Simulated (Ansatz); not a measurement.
## Run report: AlH2Cl2F, geometry relaxation (part 2 of 2)

The same run, continued: AlH2Cl2F; RKS PBE-D4/def2-SVP (Ansatz 0.2.0). It belongs to a series of runs on one base structure; here: end point B relaxed.

Geometry of the input (Å):
```
Al 0.1477  -0.5072  -0.4924
Cl 0.1455  -0.1356  2.9092
Cl 1.8944  0.3659  -1.2488
F  -1.3334  0.1420  -0.9159
H  0.1798  -1.8174  0.3715
H  0.1582  -1.2352  2.1415
```

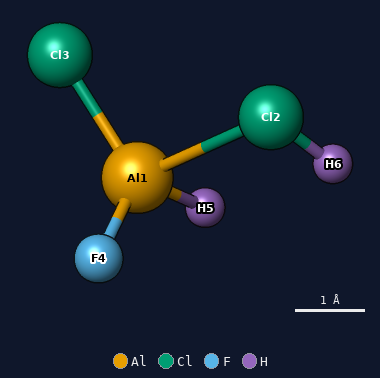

*The geometry at step 18 of the log (ball-and-stick view, seen at a tilt; atoms are numbered from 1 in the order of the input).*

## Trajectory as extended XYZ, continued
```
6
Properties=species:S:1:pos:R:3:forces:R:3 step=6 energy=-34366.88689
Al    0.1475   -0.5025   -0.2385   -0.0404  -0.1263  -0.0017
Cl    0.1478    0.0536    2.3170    0.0257  -0.3469  -0.1123
Cl    1.8898    0.3844   -1.0158    0.0794   0.0736  -0.0068
F    -1.3318    0.1666   -0.6555   -0.0421   0.0326  -0.0045
H     0.1809   -2.0301    0.2336   -0.0144   0.0307  -0.0234
H     0.1581   -1.2594    2.1242   -0.0080   0.3362   0.1487
6
Properties=species:S:1:pos:R:3:forces:R:3 step=7 energy=-34366.90572
Al    0.1464   -0.5110   -0.2565   -0.0050  -0.1392  -0.0332
Cl    0.1577    0.0564    2.2892    0.0184  -0.1062  -0.0398
Cl    1.8925    0.3978   -1.0127    0.0314   0.0586   0.0064
F    -1.3333    0.1707   -0.6550   -0.0293   0.0419  -0.0085
H     0.1776   -2.0468    0.1786   -0.0129   0.0380  -0.0358
H     0.1511   -1.2546    2.2214   -0.0026   0.1068   0.1110
6
Properties=species:S:1:pos:R:3:forces:R:3 step=8 energy=-34366.92571
Al    0.1453   -0.5316   -0.2954    0.0029  -0.0412   0.0024
Cl    0.1674    0.0639    2.2623    0.0136  -0.3535  -0.0097
Cl    1.8930    0.4201   -1.0095   -0.0207   0.0140   0.0148
F    -1.3309    0.1824   -0.6581    0.0089   0.0098  -0.0160
H     0.1696   -2.0733    0.0982   -0.0065   0.0199  -0.0412
H     0.1477   -1.2490    2.3675    0.0017   0.3510   0.0497
6
Properties=species:S:1:pos:R:3:forces:R:3 step=9 energy=-34366.93503
Al    0.1395   -0.5315   -0.3212    0.0055  -0.1102  -0.0335
Cl    0.1821    0.0419    2.2768    0.0038   0.0392  -0.0725
Cl    1.8849    0.4348   -1.0227   -0.0060   0.0217   0.0476
F    -1.3271    0.1888   -0.7112    0.0070   0.0176   0.0558
H     0.1584   -2.0809    0.0385   -0.0065   0.0457  -0.0164
H     0.1544   -1.2406    2.5049   -0.0039  -0.0141   0.0191
6
Properties=species:S:1:pos:R:3:forces:R:3 step=10 energy=-34366.92439 accepted=F
Al    0.1612   -0.5911   -0.3804   -0.2772   0.3953   0.2254
Cl    0.2305    0.0622    2.2489    0.0140  -0.0709  -0.0812
Cl    1.8749    0.4835   -0.9863    0.0521  -0.0768  -0.0586
F    -1.3137    0.1821   -0.6467    0.1423  -0.1353  -0.0581
H     0.1386   -2.1222   -0.0076    0.0744  -0.1359  -0.0635
H     0.1007   -1.2019    2.5372   -0.0056   0.0236   0.0361
6
Properties=species:S:1:pos:R:3:forces:R:3 step=11 energy=-34366.94004
Al    0.1455   -0.5530   -0.3395   -0.0937   0.0256   0.0402
Cl    0.1942    0.0509    2.2440    0.0064  -0.1123  -0.0045
Cl    1.8843    0.4484   -1.0035    0.0137   0.0036   0.0037
F    -1.3258    0.1899   -0.6770    0.0637  -0.0344   0.0102
H     0.1566   -2.1018    0.0030    0.0092  -0.0044  -0.0301
H     0.1373   -1.2219    2.5379    0.0007   0.1219  -0.0195
6
Properties=species:S:1:pos:R:3:forces:R:3 step=12 energy=-34366.94142
Al    0.1464   -0.5601   -0.3278   -0.0728   0.0482  -0.0453
Cl    0.2155    0.0600    2.2279    0.0041  -0.0661  -0.0006
Cl    1.8826    0.4526   -0.9856    0.0094   0.0036   0.0056
F    -1.3274    0.1793   -0.6599    0.0455  -0.0152   0.0145
H     0.1558   -2.1169   -0.0350    0.0156  -0.0233   0.0226
H     0.1193   -1.2024    2.5454   -0.0018   0.0529   0.0032
6
Properties=species:S:1:pos:R:3:forces:R:3 step=13 energy=-34366.94191
Al    0.1475   -0.5607   -0.3396   -0.0451  -0.0099  -0.0119
Cl    0.2305    0.0492    2.2194    0.0076  -0.0213   0.0221
Cl    1.8816    0.4598   -0.9930   -0.0030   0.0031   0.0071
F    -1.3281    0.1800   -0.6576    0.0329  -0.0063   0.0066
H     0.1616   -2.1201   -0.0507    0.0105   0.0025   0.0012
H     0.0991   -1.1958    2.5865   -0.0029   0.0319  -0.0250
6
Properties=species:S:1:pos:R:3:forces:R:3 step=14 energy=-34366.94226
Al    0.1473   -0.5616   -0.3383   -0.0339   0.0010  -0.0032
Cl    0.2404    0.0511    2.2208    0.0042  -0.0204   0.0104
Cl    1.8802    0.4611   -0.9908   -0.0009   0.0026   0.0001
F    -1.3292    0.1774   -0.6546    0.0263  -0.0071   0.0037
H     0.1640   -2.1202   -0.0456    0.0073   0.0006   0.0000
H     0.0895   -1.1953    2.5735   -0.0031   0.0233  -0.0110
6
Properties=species:S:1:pos:R:3:forces:R:3 step=15 energy=-34366.94282
Al    0.1517   -0.5639   -0.3381    0.0010  -0.0013   0.0003
Cl    0.2809    0.0454    2.2205    0.0011  -0.0038  -0.0015
Cl    1.8739    0.4714   -0.9994   -0.0005   0.0009  -0.0020
F    -1.3298    0.1688   -0.6413    0.0006   0.0005   0.0037
H     0.1767   -2.1229   -0.0489    0.0022  -0.0003  -0.0010
H     0.0389   -1.1862    2.5720   -0.0044   0.0040   0.0004
6
Properties=species:S:1:pos:R:3:forces:R:3 step=16 energy=-34366.90824 accepted=F
Al    0.1719   -0.5741   -0.3399    0.0460   0.0381   0.0113
Cl    0.4265    0.0213    2.2136   -0.5823  -1.1446   0.3129
Cl    1.8525    0.5098   -1.0363   -0.0201  -0.0185   0.0012
F    -1.3318    0.1384   -0.5801    0.0069  -0.0173   0.0168
H     0.2272   -2.1364   -0.0728   -0.0122   0.0078  -0.0142
H    -0.1541   -1.1466    2.5805    0.5616   1.1345  -0.3280
6
Properties=species:S:1:pos:R:3:forces:R:3 step=17 energy=-34366.94305
Al    0.1558   -0.5663   -0.3388    0.0016   0.0040   0.0027
Cl    0.2991    0.0423    2.2176   -0.0073  -0.0478   0.0129
Cl    1.8713    0.4767   -1.0061   -0.0023  -0.0013  -0.0017
F    -1.3292    0.1651   -0.6277    0.0006  -0.0025  -0.0002
H     0.1849   -2.1262   -0.0557    0.0013   0.0007  -0.0022
H     0.0103   -1.1791    2.5756    0.0061   0.0469  -0.0115
6
Properties=species:S:1:pos:R:3:forces:R:3 step=18 energy=-34366.94295 accepted=F
Al    0.1615   -0.5683   -0.3384    0.0095   0.0036  -0.0045
Cl    0.3368    0.0335    2.2161   -0.0522  -0.1701   0.0464
Cl    1.8656    0.4861   -1.0175   -0.0035  -0.0001   0.0012
F    -1.3299    0.1570   -0.6112    0.0008  -0.0043   0.0054
H     0.1995   -2.1294   -0.0641   -0.0039   0.0007  -0.0016
H    -0.0413   -1.1665    2.5801    0.0493   0.1702  -0.0468
6
Properties=species:S:1:pos:R:3:forces:R:3 step=19 energy=-34366.94325
Al    0.1590   -0.5652   -0.3366    0.0036  -0.0150  -0.0161
Cl    0.3155    0.0355    2.2195    0.0046   0.0068  -0.0033
Cl    1.8682    0.4794   -1.0160    0.0043   0.0088   0.0046
F    -1.3292    0.1614   -0.6210   -0.0042   0.0030   0.0089
H     0.1938   -2.1263   -0.0614   -0.0031  -0.0002   0.0054
H    -0.0150   -1.1724    2.5804   -0.0051  -0.0034   0.0005
6
Properties=species:S:1:pos:R:3:forces:R:3 step=20 energy=-34366.94326
Al    0.1658   -0.5728   -0.3465   -0.0086   0.0135   0.0514
Cl    0.3475    0.0257    2.2080   -0.0094  -0.0484   0.0304
Cl    1.8645    0.4925   -1.0199    0.0012  -0.0034  -0.0145
F    -1.3287    0.1556   -0.5932    0.0032  -0.0119  -0.0212
H     0.2051   -2.1323   -0.0647   -0.0004  -0.0051  -0.0290
H    -0.0621   -1.1561    2.5813    0.0140   0.0554  -0.0170
6
Properties=species:S:1:pos:R:3:forces:R:3 step=21 energy=-34366.94358
Al    0.1694   -0.5744   -0.3396    0.0085   0.0033   0.0071
Cl    0.3828    0.0194    2.2128   -0.0655  -0.1593   0.0376
Cl    1.8578    0.4981   -1.0263    0.0099   0.0076  -0.0079
F    -1.3299    0.1457   -0.5803   -0.0058  -0.0061   0.0010
H     0.2178   -2.1377   -0.0811   -0.0078   0.0005  -0.0036
H    -0.1057   -1.1386    2.5795    0.0606   0.1541  -0.0342
6
Properties=species:S:1:pos:R:3:forces:R:3 step=22 energy=-34366.94435
Al    0.1719   -0.5781   -0.3434    0.0072  -0.0124   0.0053
Cl    0.3961    0.0115    2.2086   -0.0359  -0.0905   0.0252
Cl    1.8565    0.5046   -1.0256    0.0032   0.0037  -0.0027
F    -1.3297    0.1411   -0.5730   -0.0049  -0.0038   0.0010
H     0.2212   -2.1446   -0.1005   -0.0038   0.0146  -0.0026
H    -0.1238   -1.1221    2.5990    0.0342   0.0884  -0.0262
6
Properties=species:S:1:pos:R:3:forces:R:3 step=23 energy=-34366.94501
Al    0.1758   -0.5846   -0.3457    0.0105  -0.0066   0.0036
Cl    0.4272   -0.0007    2.2044   -0.0202  -0.0503   0.0066
Cl    1.8526    0.5153   -1.0225   -0.0059  -0.0046  -0.0027
F    -1.3308    0.1308   -0.5554    0.0003  -0.0049   0.0019
H     0.2284   -2.1542   -0.1222    0.0004   0.0232  -0.0017
H    -0.1610   -1.0942    2.6063    0.0149   0.0432  -0.0077
6
Properties=species:S:1:pos:R:3:forces:R:3 step=24 energy=-34366.92290 accepted=F
Al    0.1965   -0.6016   -0.3556   -0.0221   0.0022   0.0109
Cl    0.5449   -0.0655    2.1915   -0.7204  -0.7692   0.3559
Cl    1.8364    0.5551   -1.0384   -0.0396  -0.0326   0.0170
F    -1.3314    0.0936   -0.4853    0.0562  -0.0186   0.0137
H     0.2673   -2.1788   -0.1937    0.0135   0.0439  -0.0192
H    -0.3216   -0.9905    2.6465    0.7124   0.7744  -0.3783
6
Properties=species:S:1:pos:R:3:forces:R:3 step=25 energy=-34366.94627
Al    0.1832   -0.5941   -0.3478   -0.0077  -0.0238  -0.0104
Cl    0.4793   -0.0338    2.1882    0.0074   0.0009   0.0208
Cl    1.8446    0.5324   -1.0167    0.0085   0.0084  -0.0085
F    -1.3322    0.1121   -0.5237   -0.0045   0.0045   0.0040
H     0.2442   -2.1669   -0.1639    0.0055   0.0056  -0.0020
H    -0.2269   -1.0372    2.6288   -0.0092   0.0044  -0.0039
6
Properties=species:S:1:pos:R:3:forces:R:3 step=26 energy=-34366.94692
Al    0.1923   -0.6000   -0.3477    0.0026   0.0013  -0.0096
Cl    0.5180   -0.0581    2.1950   -0.1288  -0.1569   0.0620
Cl    1.8371    0.5428   -1.0336   -0.0062  -0.0036   0.0020
F    -1.3301    0.1014   -0.4856    0.0095  -0.0079   0.0087
H     0.2649   -2.1743   -0.1824    0.0008   0.0099  -0.0046
H    -0.2901   -0.9992    2.6192    0.1222   0.1572  -0.0586
6
Properties=species:S:1:pos:R:3:forces:R:3 step=27 energy=-34366.94752
Al    0.1991   -0.6042   -0.3576   -0.0253  -0.0150   0.0311
Cl    0.5349   -0.0867    2.1872   -0.1085  -0.1148   0.0937
Cl    1.8342    0.5528   -1.0412   -0.0049  -0.0026   0.0026
F    -1.3276    0.0942   -0.4634    0.0123  -0.0075  -0.0090
H     0.2777   -2.1783   -0.1994    0.0043   0.0012  -0.0314
H    -0.3260   -0.9654    2.6395    0.1221   0.1386  -0.0870
6
Properties=species:S:1:pos:R:3:forces:R:3 step=28 energy=-34366.94036 accepted=F
Al    0.2072   -0.6243   -0.3437   -0.0220  -0.0408  -0.0771
Cl    0.6133   -0.1352    2.1959   -0.6026  -0.4230   0.2193
Cl    1.8158    0.5705   -1.0237    0.0211   0.0209   0.0051
F    -1.3310    0.0568   -0.4095    0.0347  -0.0157   0.0571
H     0.3053   -2.2070   -0.2973   -0.0036   0.0449   0.0351
H    -0.4183   -0.8484    2.6434    0.5724   0.4137  -0.2395
6
Properties=species:S:1:pos:R:3:forces:R:3 step=29 energy=-34366.95045
Al    0.2036   -0.6165   -0.3559   -0.0059   0.0070   0.0222
Cl    0.5673   -0.1097    2.1895   -0.0344  -0.0425   0.0256
Cl    1.8270    0.5614   -1.0315   -0.0012   0.0015  -0.0076
F    -1.3277    0.0764   -0.4227    0.0057  -0.0083  -0.0041
H     0.2918   -2.1929   -0.2425    0.0020  -0.0047  -0.0152
H    -0.3698   -0.9063    2.6281    0.0337   0.0470  -0.0208
6
Properties=species:S:1:pos:R:3:forces:R:3 step=30 energy=-34366.95193
Al    0.2100   -0.6196   -0.3503   -0.0016  -0.0180  -0.0048
Cl    0.5852   -0.1329    2.1940    0.0186   0.0031   0.0000
Cl    1.8210    0.5667   -1.0393    0.0044   0.0076  -0.0013
F    -1.3250    0.0668   -0.3948   -0.0029  -0.0013   0.0069
H     0.3036   -2.1979   -0.2610    0.0026   0.0049  -0.0082
H    -0.4027   -0.8706    2.6164   -0.0211   0.0038   0.0074
```
